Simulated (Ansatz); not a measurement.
Single-point calculation, with input and output: BSiH4SF

System: BSiH4SF.
Method: RKS PBE0-D4/def2-TZVPP (Ansatz 0.2.0).

The geometry is a transition state. The reaction was set up to form Si2–H4 and to break B1–Si2 and S3–H4 (atoms counted from 1 in the order of the input); sticks are drawn by distance alone. The geometry comes from this level: PBE0-D4/def2-TZVP.

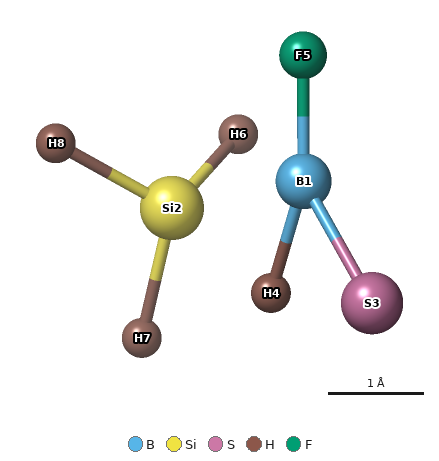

Figure 1. The structure (ball-and-stick view, seen at a tilt; atoms are numbered from 1 in the order of the input). Bond lengths as drawn: B–F 1.33 Å, B–H 1.33 Å, B–S 1.71 Å and H–Si 1.48 Å.

Summary

- outcome: converged
- total energy: −22162.7120 eV
- mean-field energy: −22162.5722 eV
- dispersion energy: −0.1398 eV
- SCF solution under orbital rotations: stable
- HOMO: −7.11 eV
- LUMO: −1.25 eV
- hardware: 4 threads of Arm Neoverse V1, 23 GiB of memory available, shared host
- wall time: 1.9 s (CPU time 7.2 s)
- peak memory: 0.42 GiB

The input
```yaml
crystal:
  periodic: [false, false, false]
  atoms:
    - {symbol: B, position_ang: [-0.854709, 0.918040, 0.070983]}
    - {symbol: Si, position_ang: [0.661683, -0.767445, 0.151687]}
    - {symbol: S, position_ang: [-1.259503, 1.769873, -1.349626]}
    - {symbol: H, position_ang: [-0.179192, 0.443009, -0.976578]}
    - {symbol: F, position_ang: [-1.205058, 0.937786, 1.350524]}
    - {symbol: H, position_ang: [-0.152035, -1.876776, 0.701922]}
    - {symbol: H, position_ang: [1.360223, -1.193176, -1.087553]}
    - {symbol: H, position_ang: [1.628591, -0.231310, 1.138642]}
basis:
  gaussian: {orbitals: def2-TZVPP}
hamiltonian: {xc: pbe0, dispersion: d4}
output: {orbitals: {seedname: orbitals}}
```

Launch command:
```bash
ansatz run in.yaml --threads 4 --pin off --events-out ev --progress --plain --max-ram 9574MiB
```

What the program printed
```
Functional definition: PBE0
  name "PBE0"
  cite "Adamo & Barone, J. Chem. Phys. 110, 6158 (1999) doi:10.1063/1.478522"
  cite "Perdew, Burke & Ernzerhof, Phys. Rev. Lett. 77, 3865 (1996) doi:10.1103/PhysRevLett.77.3865"
  parent pbe
  parameter a = 0.25
  parameter kappa = 0.804
  parameter beta = 0.06672455060314922
  exchange = (1 - a)*pbe_x(kappa = kappa, mu = beta*pi^2/3) + a*exact_x
  correlation = pbe_c(beta = beta)
1167 factors; their error is unknown
mean field evaluation 1: about -22160.8992 eV, gradient 3.0e1 eV
mean field evaluation 2: about -22160.1865 eV, gradient 3.9e1 eV
mean field evaluation 4: about -22162.5247 eV, gradient 2.0e0 eV
mean field evaluation 8: about -22162.5362 eV, gradient 5.7e-2 eV
mean field evaluation 16: about -22162.5722 eV, gradient 2.8e-5 eV
mean field -22162.57215255 eV, -814.4595042751 hartree, gradient 2.8e-5 eV, S^2 0.000000; 0 other end points of the search recorded, 0 dependent functions left out
reference -22162.57218409 eV, -814.4595054343 hartree; 24, 24 occupied and 178, 178 virtual orbitals, 1167 factors
Total energy: -22162.71201111 eV, -814.4646439824 hartree
```

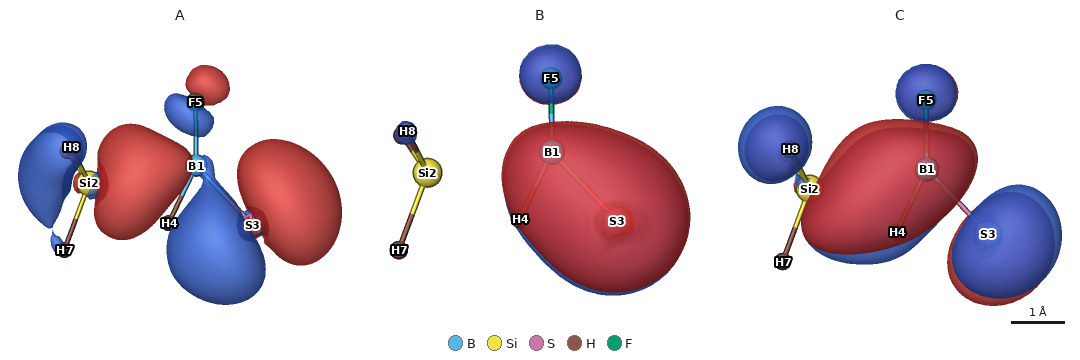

Figure 2. Three frontier orbitals at ±0.08 Å⁻³ᐟ² (red and blue are the two phases). B is the HOMO−1 (−8.07 eV). A is the HOMO (−7.11 eV). C is the LUMO (−1.25 eV). By Hirshfeld shares it lies mainly on B1 (35 %), S3 (30 %) and Si2 (15 %); π-antibonding (π*) across B1–S3. The HOMO–LUMO gap is 5.86 eV between the orbital energies.

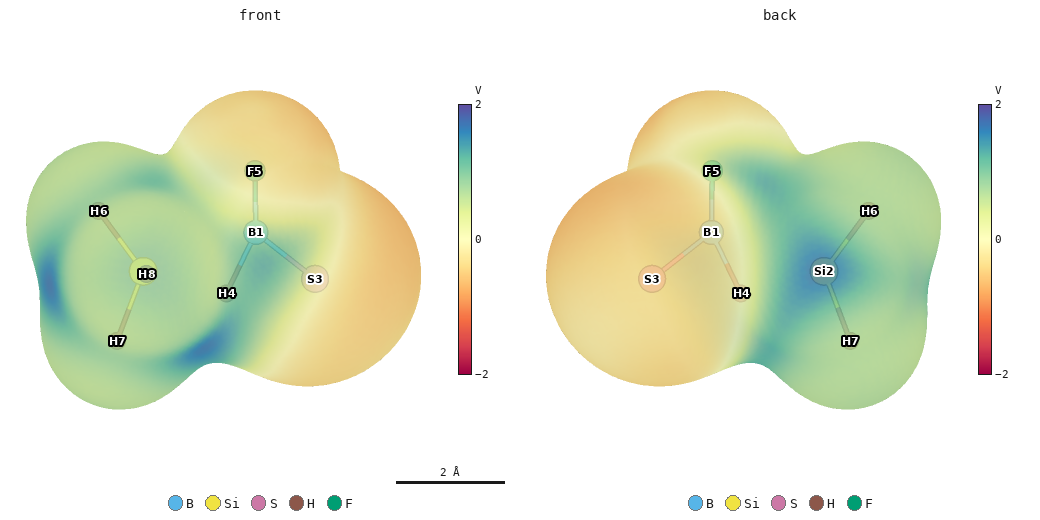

Figure 3. The molecular electrostatic potential painted on the density surface at 0.002 e/bohr³, seen at a tilt and from behind; red is negative and blue positive. A positive charge is drawn to the negative regions and a negative charge to the positive ones.

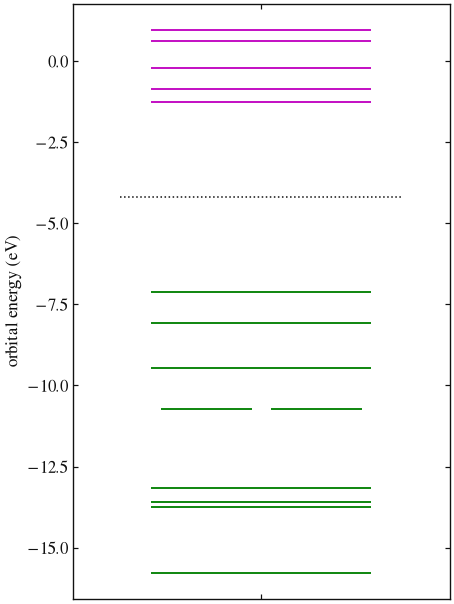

Figure 4. Orbital energies near the frontier; the dotted line parts filled from empty levels, and levels within 0.02 eV of each other stand side by side. Highest filled −7.11 eV, lowest empty −1.25 eV, 5.86 eV apart.
